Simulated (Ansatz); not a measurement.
# Nudged elastic band, with input and output: CH6AlN (part 2 of 2)

Continued. System: CH6AlN. Method: RKS BHLYP-D4/def2-mTZVP (Ansatz 0.2.0). The run did not end well. It belongs to a series of runs on one base structure; here: band between the two ends.

Geometry of the input (Å):
```
Al 0.1412  -0.2218  0.4718
H  -0.2793  -0.7230  1.9046
C  1.9855  0.1177  -0.0567
H  2.5873  -0.7865  -0.0141
H  2.0651  0.5080  -1.0663
H  2.4685  0.8326  0.6042
N  -1.1640  0.0349  -0.6893
H  -2.1360  -0.1166  -0.4959
H  -1.0511  0.3546  -1.6327
```

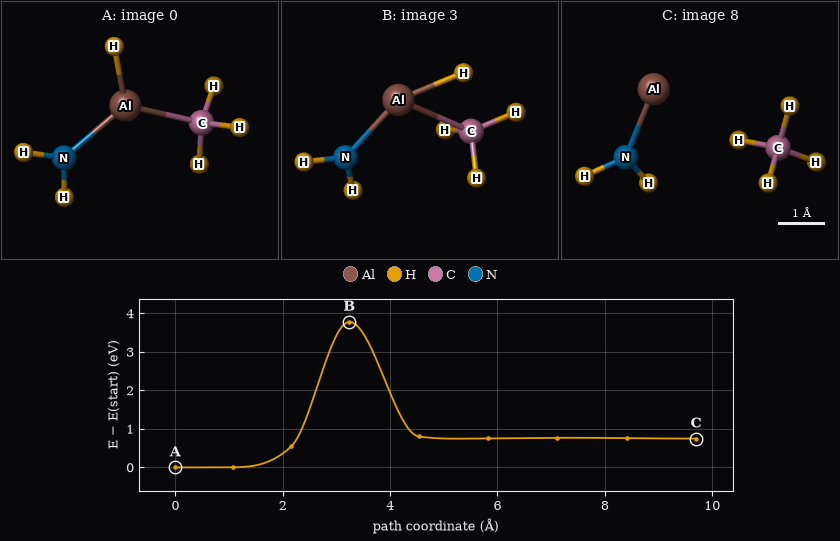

Images of the last band (counted from 0; ball-and-stick, seen at a tilt) above the energy along the path; the line is a cubic interpolation that uses the forces. The highest image is number 3, 3.783 eV above the start and 3.035 eV above the end (the climbing image); the end lies 0.749 eV above the start. The path is 9.70 Å long. The band had not converged after 60 iterations.

```
Unfinished report: {"positions_ang":[[-0.30696062890235354,-0.6352475759140085,0.6862845062143499],[1.082337864326216,-0.9856874143716536,1.321062009139569],[1.7505142223614123,-0.019366043752798594,0.0505987089217119],[2.70220208305188,-0.2687093329213195,0.4984629137455811],[1.734983122398672,-0.3952380948628371,-0.9699613526806431],[1.6230610049260856,1.0604734192264718,0.0783178778483483],[-1.1437179795278496,0.22766502160827365,-0.6010772299266621],[-2.1365534755028186,0.24276532287459548,-0.7279619984371429],[-0.6885652231312476,0.7732456981132767,-1.3101254348251115]],"unchecked":["starts","cluster_reference","orbital_swaps","neighbouring_geometries","increment"],"mean_field":{"relativity":"none","state":{"energy":{"ev":-9218.257207177525,"hartree":-338.76470400462046},"converged":true,"gradient_ev":0.000017080968015193813,"stability":{"kind":"minimum","curvature_ev":17.73109538704361},"curvature_floor_ev":0.00030000000000000003,"spin_squared":-1.4210854715202004e-14},"others":[],"fillings":{"estimated":0,"unestimated":0,"tried":0,"untried":0,"excluded_magnetic_sites":0},"n_dropped_functions":0,"n_trapped_functions":0,"passes":{"evaluations":2,"products":12},"factors":{"origin":"Cholesky decomposition","count":782,"bound_ev":0.000849919958166255},"gradient_stop_ev":0.00009,"reference_kind":"stationary","functional":{"name":"BHLYP","citations":["Becke, J. Chem. Phys. 98, 1372 (1993) doi:10.1063/1.464304","Becke, Phys. Rev. A 38, 3098 (1988) doi:10.1103/PhysRevA.38.3098","Lee, Yang & Parr, Phys. Rev. B 37, 785 (1988) doi:10.1103/PhysRevB.37.785"],"text":"name \"BHLYP\"\ncite \"Becke, J. Chem. Phys. 98, 1372 (1993) doi:10.1063/1.464304\"\ncite \"Becke, Phys. Rev. A 38, 3098 (1988) doi:10.1103/PhysRevA.38.3098\"\ncite \"Lee, Yang & Parr, Phys. Rev. B 37, 785 (1988) doi:10.1103/PhysRevB.37.785\"\nparameter a = 0.5\nexchange = (1 - a)*b88_x + a*exact_x\ncorrelation = lyp_c\n","parameters":{"a":{"value":0.5,"default":0.5}},"final_grid":{"core_spheres":13.0,"valence_spheres":11.0,"degree":36.0},"final_grid_parameter_source":"default","radial_points_factor":1.0,"radial_grid_error_ev":4.671919181681796e-7,"grid_sensitivity":"normal","grid_sensitivity_ratio":0.0009331686670994504},"unsmoothed_excess_ev":-0.00016779151534502965,"symmetry":{"irreps":["A"],"axes":[[0.9994736295255017,0.007637041589085861,-0.03152997746411026],[-0.006391975614429826,0.9992029954226535,0.039401987083670584],[0.03180576254179834,-0.03917970819395905,0.9987258602514363]],"occupied":[{"A":16},{"A":16}]},"held":{"pivots":782,"left_out":0,"joined":0},"density_repulsion":{"missed_ev":0.000017589643539942395,"excess_ev":0.0,"most_excess_ev":0.0000864,"are_drawn_again":false,"n_first_factors":782,"energy_change_ev":0.0,"n_dropped_ends":0}},"factors":{"origin":"Cholesky decomposition","count":782,"bound_ev":0.000849919958166255},"n_frozen":0,"n_occupied":[16,16],"n_virtual":[62,62],"reference":{"ev":-9218.257207177525,"hartree":-338.76470400462046},"dispersion":{"energy":{"ev":-0.15774412337255872,"hartree":-0.005796989611134429},"switches_in_reach":[]},"total":{"ev":-9218.414951300898,"hartree":-338.7705009942316},"forces_ev_per_angstrom":[[-2.3013781871167316e-7,9.901656954100588e-7,1.1249578841774927e-6],[1.6681558941417508e-6,3.399406315261885e-6,1.255191886240757e-7],[9.037070497486255e-8,-6.583393653905589e-7,-6.760672116908756e-7],[1.4727454752459616e-6,2.096419829080505e-6,-1.4790182416448252e-6],[-9.65487294399183e-7,-1.2998383050079462e-6,-1.157956840021606e-6],[-4.873403228532018e-7,1.6647623427262347e-6,-2.802557048894172e-6],[9.67653776341379e-7,-7.344137831631799e-7,1.3036625404810528e-6],[2.535516365120491e-7,-2.9281156541881677e-6,2.412768065559426e-6],[-2.769511078688444e-6,-2.5300484486107284e-6,1.148695764436377e-6]],"charge_distribution":{"dipole_moment_e_ang":[-0.15746082987916307,0.13707942326481254,-0.20716268633295834],"mulliken_charges_e":[0.6495977718622967,0.04876602219963333,-0.8016113554432556,0.18676007955313978,0.15989260222444368,0.15988470149351564,-1.1011704946769196,0.3520378430985992,0.34584282968853486],"lowdin_charges_e":[0.33081134659424904,0.15298911330783405,-0.6731701776409942,0.10474893720224088,0.11325397986604746,0.11325255150447089,-0.5413405838701859,0.19710018044310063,0.20235465259322627]},"n_threads":2,"memory_gib":2.556818182580173,"seconds":{"hamiltonian":1.663629472,"orbitals":0.0,"second_order":0.0,"solver_start":0.0,"cycles":0.0,"cycle":0.0,"perturbative":0.0,"full_ci_increment":0.0,"forces":0.0}}
this run last wrote the band of iteration 60 to [file]
Error: NEB band did not converge after 60 iterations: max|band force component| = 1.66e-1 eV/Å (threshold 3.0e-2); raise `neb.max_iterations` in a new run, which can start from the last band evaluated (`neb.initial_path`, with `crystal.atoms` and `neb.final_atoms` set to its first and last images), add images, or start from endpoints closer to local minima. Where this run's directory can be resumed (`checkpoint.write`), a resume goes on for up to `neb.max_iterations` more; to start a new run from the last band, take its images' positions from the `neb_iteration` event of iteration 60 (`data.images[].positions_ang`), in the event stream of the run that computed that iteration (not this run's, if it was resumed behind it). With `checkpoint.write`, `steps/00-neb/state/checkpoint.json` in the run directory holds the last saved band, under `neb.evaluated.images[].positions_ang` (a band under a hybrid functional on support functions is neither saved nor resumed: `neb.initial_path` says where its path is): check the last entry of `neb.iterations` there, which is earlier than 60 if that iteration was not saved or its write failed. If the band's step has no `state` directory and holds `state.next`, a write was cut short, and the file is under `state.next` instead (behind a loss of power it can be under `state.prev`)
this run wrote the band of iteration 60 to [file] as well, whether or not its events were kept: a new run's `neb.initial_path` can list its `images[].positions_ang`
a run's events are kept only if it was started with --events-out <file>, and are in that file
```

### The last band as extended XYZ (Å, eV, eV/Å)
```
9
Properties=species:S:1:pos:R:3:forces:R:3 image=0 energy=-9222.19826
Al    0.1412   -0.2218    0.4718   -0.0029   0.0057   0.0017
H    -0.2793   -0.7230    1.9046    0.0013  -0.0023  -0.0029
C     1.9855    0.1177   -0.0567    0.0009  -0.0027   0.0017
H     2.5873   -0.7865   -0.0141    0.0004   0.0013  -0.0010
H     2.0651    0.5080   -1.0663    0.0041   0.0003  -0.0019
H     2.4685    0.8326    0.6042   -0.0013  -0.0001  -0.0012
N    -1.1640    0.0349   -0.6893   -0.0107   0.0008   0.0027
H    -2.1360   -0.1166   -0.4959    0.0029  -0.0001  -0.0019
H    -1.0511    0.3546   -1.6327    0.0054  -0.0027   0.0028
9
Properties=species:S:1:pos:R:3:forces:R:3 image=1 energy=-9222.19504
Al    0.1575   -0.3340    0.4404    0.0008   0.0009  -0.0006
H    -0.2305   -1.0782    1.7729   -0.0042   0.0015  -0.0001
C     1.9858    0.0976   -0.0797    0.0013   0.0003  -0.0002
H     2.7176   -0.5260    0.4237    0.0007  -0.0017  -0.0011
H     2.1441   -0.0135   -1.1484    0.0014   0.0023  -0.0007
H     2.2343    1.1278    0.1638    0.0028  -0.0001   0.0018
N    -1.1732    0.1389   -0.6200   -0.0002  -0.0005  -0.0001
H    -2.1432   -0.0283   -0.4306    0.0000  -0.0017   0.0021
H    -1.0750    0.6155   -1.4964   -0.0026  -0.0009  -0.0011
9
Properties=species:S:1:pos:R:3:forces:R:3 image=2 energy=-9221.64882
Al    0.0796   -0.4662    0.5255    0.6427   0.2371  -0.2702
H     0.4122   -1.2908    1.7819   -1.0519  -0.5566   0.6907
C     1.8079    0.0915   -0.0835    0.0964   0.1734  -0.2437
H     2.6381   -0.2513    0.5244   -0.0902   0.0032  -0.0158
H     1.9430   -0.2847   -1.0901    0.3190   0.2177  -0.2383
H     1.8208    1.1744   -0.1004    0.3224   0.1777  -0.2655
N    -1.1621    0.1672   -0.5614   -0.0408  -0.0773   0.1089
H    -2.1566    0.1496   -0.6581   -0.0463  -0.1255   0.1793
H    -0.7656    0.7101   -1.3127   -0.1512  -0.0496   0.0545
9
Properties=species:S:1:pos:R:3:forces:R:3 image=3 energy=-9218.41478
Al   -0.3070   -0.6352    0.6863    0.0000   0.0000   0.0000
H     1.0823   -0.9857    1.3211    0.0000   0.0000   0.0000
C     1.7505   -0.0194    0.0506    0.0000   0.0000   0.0000
H     2.7022   -0.2687    0.4985    0.0000   0.0000   0.0000
H     1.7350   -0.3952   -0.9700    0.0000   0.0000   0.0000
H     1.6231    1.0605    0.0783    0.0000   0.0000   0.0000
N    -1.1437    0.2277   -0.6011    0.0000   0.0000   0.0000
H    -2.1366    0.2428   -0.7280    0.0000   0.0000   0.0000
H    -0.6886    0.7732   -1.3101    0.0000   0.0000   0.0000
9
Properties=species:S:1:pos:R:3:forces:R:3 image=4 energy=-9221.39399
Al   -1.1724   -0.7335    0.9187   -0.1705  -0.0343   0.0495
H     1.4636   -0.6486    0.9624    0.0770   0.0509  -0.0728
C     1.9743   -0.1138    0.1677    0.0508  -0.0046   0.0181
H     3.0371   -0.1850    0.3453    0.0665   0.0225  -0.0331
H     1.7353   -0.5597   -0.7887    0.0043  -0.0184   0.0296
H     1.6747    0.9259    0.1721    0.0024  -0.0231   0.0287
N    -1.3045    0.2356   -0.5877   -0.0401  -0.0069  -0.0236
H    -2.2022    0.4479   -0.9920   -0.0039   0.0310  -0.0364
H    -0.5886    0.6311   -1.1720    0.0135  -0.0172   0.0400
9
Properties=species:S:1:pos:R:3:forces:R:3 image=5 energy=-9221.44243
Al   -1.7398   -0.5173    0.8621    0.0313   0.0215  -0.0368
H     2.0359   -0.5503    1.2912   -0.0053   0.0105  -0.0069
C     2.1572   -0.1136    0.3087    0.0111   0.0421   0.0167
H     3.1678   -0.2835   -0.0372   -0.0045  -0.0117  -0.0018
H     1.4601   -0.5712   -0.3792   -0.0028  -0.0174  -0.0223
H     1.9746    0.9525    0.3609   -0.0135  -0.0280   0.0101
N    -1.5147    0.1963   -0.7730   -0.1615  -0.0437  -0.0036
H    -2.2226    0.2120   -1.4918    0.0688  -0.0034   0.0559
H    -0.7011    0.6751   -1.1162    0.0764   0.0300  -0.0113
9
Properties=species:S:1:pos:R:3:forces:R:3 image=6 energy=-9221.42906
Al   -1.6960   -0.2324    0.9988   -0.0029  -0.0031   0.0108
H     1.5683   -0.5059    1.0279    0.0019  -0.0029  -0.0050
C     2.2035   -0.0199    0.2992    0.0012  -0.0002   0.0067
H     3.1170   -0.5879    0.1882    0.0048   0.0011   0.0010
H     1.6968    0.0305   -0.6551   -0.0029  -0.0050  -0.0028
H     2.4376    0.9803    0.6368   -0.0039   0.0032  -0.0008
N    -1.5900    0.0461   -0.7710   -0.0345   0.0129  -0.0063
H    -2.3758    0.1476   -1.3929    0.0141  -0.0058   0.0123
H    -0.7441    0.1415   -1.3063    0.0221  -0.0002  -0.0159
9
Properties=species:S:1:pos:R:3:forces:R:3 image=7 energy=-9221.43712
Al   -1.7123   -0.2213    0.9823   -0.0012  -0.0002  -0.0074
H     1.6544   -0.2632    1.2130   -0.0001   0.0003   0.0040
C     2.1673    0.0698    0.3204    0.0030   0.0015  -0.0019
H     2.5520   -0.7877   -0.2151   -0.0065  -0.0008  -0.0051
H     1.4821    0.6187   -0.3113   -0.0030   0.0070   0.0044
H     2.9873    0.7163    0.6018    0.0046  -0.0028   0.0005
N    -1.5384   -0.0730   -0.7992   -0.0291   0.0136  -0.0001
H    -2.2801    0.1620   -1.4391    0.0179  -0.0077   0.0147
H    -0.6951   -0.2216   -1.3272    0.0144  -0.0111  -0.0091
9
Properties=species:S:1:pos:R:3:forces:R:3 image=8 energy=-9221.44938
Al   -1.6297   -0.3988    0.9584    0.0030   0.0004   0.0040
H     1.8178   -0.0277    1.3672    0.0006   0.0009  -0.0019
C     2.0664    0.1217    0.3248    0.0027   0.0008   0.0064
H     1.7432   -0.7362   -0.2499    0.0010   0.0038  -0.0010
H     1.5767    1.0157   -0.0385   -0.0007  -0.0053   0.0001
H     3.1374    0.2355    0.2259   -0.0035  -0.0010  -0.0010
N    -1.4098   -0.1290   -0.8031    0.0023   0.0007  -0.0039
H    -2.1476   -0.1292   -1.4881   -0.0078  -0.0005  -0.0030
H    -0.5372    0.0478   -1.2712    0.0023   0.0002   0.0001
```

### Outcome

```csv
quantity,value
outcome,not converged
"barrier, forward (band not converged)",3.784 eV
"barrier, backward",3.035 eV
hardware,"2 threads of Arm Neoverse N1, 24 GiB of memory available, shared host"
wall time,13 min (CPU time 25 min)
peak memory,0.16 GiB
```

### Diagnosis

The run did not converge: “NEB band did not converge after 60 iterations: max|band force component| = 1.66e-1 eV/Å (threshold 3.0e-2); raise `neb.max_iterations` in a new run, which can start from the last band evaluated (`neb.initial_path`, with `crystal.atoms` and `neb.final_atoms` set to its first and last images), add images, or start from endpoints closer to local minima …” Its last values are not results.
